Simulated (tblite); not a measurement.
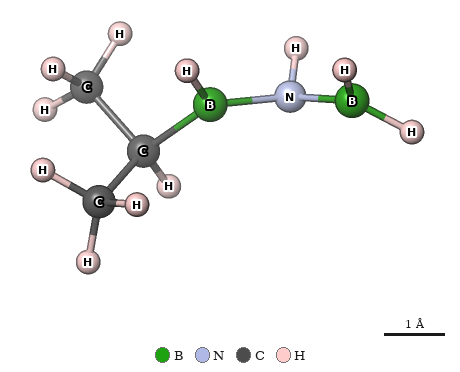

Starting structure of C$_{3}$H$_{11}$B$_{2}$N. The picture is a ball-and-stick view, seen from a free direction.

These are results of tblite, GFN2-xTB geometry optimisation, gas phase, not measurements.

```xyz
17

B     2.9448   -0.3704    0.5182
N     1.8709    0.1448   -0.4283
B     0.5681    0.1415    0.2961
C    -0.7528   -0.2003   -0.5566
C    -1.6001   -1.0955    0.3473
C    -1.4848    1.1209   -0.6806
H     3.7991   -1.0241    0.0787
H     3.0031   -0.0897    1.6794
H     2.1026    1.0386   -0.8766
H     0.3735    0.5518    1.3845
H    -0.5174   -0.6696   -1.5172
H    -2.0240   -1.9353   -0.2630
H    -0.9262   -1.4705    1.1554
H    -2.3933   -0.4468    0.7608
H    -0.7615    1.9380   -0.8545
H    -2.2993    1.0609   -1.3977
H    -1.9097    1.3176    0.3441
```

Predict the outcome.

H9 moves most after the best rigid fit: 1.54 Å. By element the largest moves are H 1.54 Å, N 0.48 Å, B 0.40 Å, C 0.16 Å. Among the contacts that change: B1–N2 1.521 → 1.407 Å, N2–B3 1.491 → 1.412 Å, C6–H17 1.127 → 1.087 Å, C5–H12 1.121 → 1.089 Å. Among the angles between lasting bonds that change: B1–N2–B3 108.3° → 128.4°, N2–B3–H10 126.3° → 118.6°, H15–C6–H16 115.3° → 108.4°. Groups turn about C4–C5 by about 45°. After 94 geometry steps the energy has fallen by 2.156 eV.

Final geometry:

```xyz
17

B     3.0970   -0.0126    0.6032
N     1.8557   -0.1502   -0.0453
B     0.5657    0.1145    0.4649
C    -0.7276   -0.1114   -0.4412
C    -1.6770   -1.1291    0.2065
C    -1.4780    1.2112   -0.6539
H     4.0820   -0.2764    0.0253
H     3.1188    0.3631    1.7093
H     1.8876   -0.4809   -1.0025
H     0.4670    0.5042    1.5635
H    -0.4612   -0.4983   -1.4336
H    -2.5606   -1.2789   -0.4127
H    -1.1819   -2.0892    0.3368
H    -1.9985   -0.7775    1.1840
H    -0.8435    1.9379   -1.1574
H    -2.3702    1.0555   -1.2594
H    -1.7822    1.6298    0.3026
```

The end point in the same view:

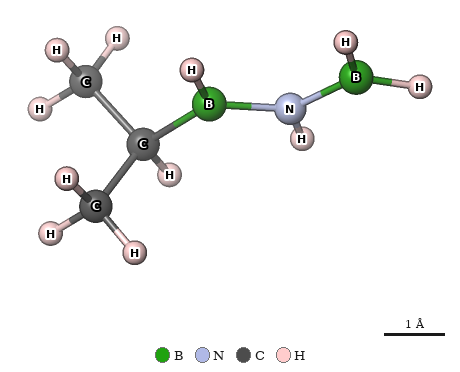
